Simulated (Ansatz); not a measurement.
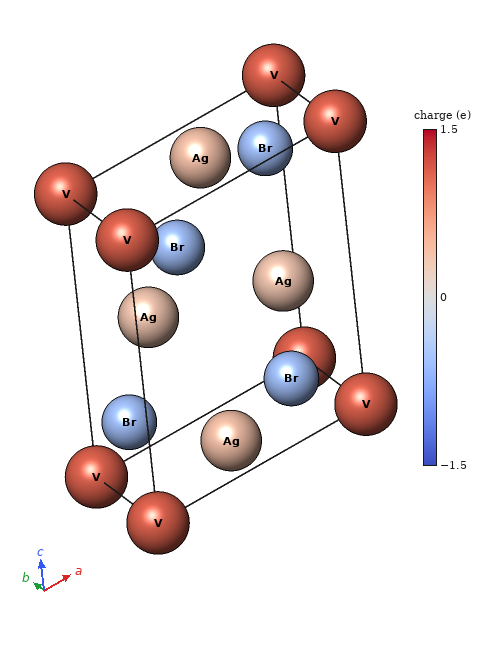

This spheres-only model is shown slightly off an axis. The lines enclose the simulation cell; boundary atoms appear with their images. The atoms of this VAg3Br4 cell are coloured by their Bader charge.

The calculation: DFT, PAW plane waves, HSE06 (Ansatz 0.2.0), with wavefunction cutoff 420 eV, Brillouin-zone sampling on a 2×2×2 mesh, Fermi-Dirac smearing of 0.1 eV, no spin polarisation.

Summarise the charge transfer.

Most positive: V; most negative: Br. Charges: about V +1.1 e; Ag +0.3 to +0.4 e; Br -0.5 e.

The picture shows a generated cell, made by putting these elements into a known structure type (the compound may or may not exist in this form); the geometry isn't optimised. Ansatz was used for an electronic-structure calculation on it.

At this level of theory the cell isn't at rest (compressed, at 10 GPa and forces up to 3.1 eV/Å), so its distances can differ from those at equilibrium, the more so the softer the solid.
